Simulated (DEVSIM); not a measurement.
System: abrupt GaAs p-n junction, at 300 K.

```
layer (left to right)  material  thickness (μm)  Nd (cm⁻³)  Na (cm⁻³)  τn (s)  τp (s)
---------------------  --------  --------------  ---------  ---------  ------  ------
1                          GaAs           0.320          -     3.6e17  3.9e-9  3.9e-9
2                          GaAs            32.0     6.6e16          -  3.9e-9  3.9e-9
```

Left contact: ohmic. Right contact: ohmic. Voltage is applied to the left contact. Recombination: SRH at mid-gap, radiative, Auger. Mobility is μmin + (μ − μmin)/(1 + (N/Nref)^α).

The device is made up for the run: typed textbook-type constants, with dimensions and the other settings drawn at random. Values at 300 K.

```csv
parameter,GaAs
gap (eV),1.424
affinity (eV),4.07
permittivity,12.9
Nc (cm⁻³),4.7e17
Nv (cm⁻³),9e18
μn (cm²/Vs),8500
μp (cm²/Vs),400
"μn,min",500
"μp,min",20
"Nref,n",6e16
"Nref,p",1.5e17
αn,0.39
αp,0.38
B (cm³/s),2e-10
Cn (cm⁶/s),1e-30
Cp (cm⁶/s),1e-30
```

DEVSIM, 1D drift-diffusion, Boltzmann statistics, complete ionisation; no tunnelling, impact ionisation, image-force lowering or self-heating.

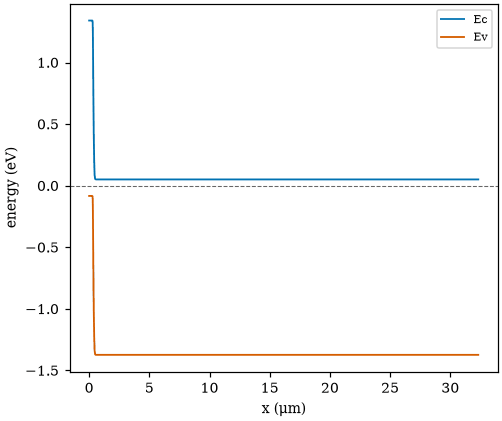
Figure: Band edges at zero bias

Energies count from the Fermi level of the right contact; mesh points crowd at the junctions.

```csv
x (μm),Ec (eV),Ev (eV),n (cm⁻³),p (cm⁻³),field (V/cm)
0.000,1.341,-0.083,< 1e2,3.6e17,≈ 0
0.02640,1.341,-0.083,< 1e2,3.6e17,≈ 0
0.07370,1.341,-0.083,< 1e2,3.6e17,≈ 0
0.1664,1.341,-0.083,< 1e2,3.6e17,≈ 0
0.2717,1.340,-0.084,< 1e2,3.5e17,-1400
0.3086,1.246,-0.178,< 1e2,9.1e15,-84000
0.3293,0.993,-0.431,< 1e2,5.2e11,-130000
0.3882,0.386,-1.038,1.5e11,< 1e2,-76000
0.4961,0.054,-1.370,5.8e16,< 1e2,-2100
0.7302,0.051,-1.373,6.6e16,< 1e2,≈ 0
1.200,0.051,-1.373,6.6e16,< 1e2,≈ 0
2.801,0.051,-1.373,6.6e16,< 1e2,≈ 0
5.731,0.051,-1.373,6.6e16,< 1e2,≈ 0
12.09,0.051,-1.373,6.6e16,< 1e2,≈ 0
24.33,0.051,-1.373,6.6e16,< 1e2,≈ 0
28.50,0.051,-1.373,6.6e16,< 1e2,≈ 0
30.57,0.051,-1.373,6.6e16,< 1e2,≈ 0
31.53,0.051,-1.373,6.6e16,< 1e2,≈ 0
32.05,0.051,-1.373,6.6e16,< 1e2,≈ 0
32.20,0.051,-1.373,6.6e16,< 1e2,≈ 0
32.28,0.051,-1.373,6.6e16,< 1e2,≈ 0
32.32,0.051,-1.373,6.6e16,< 1e2,≈ 0
```
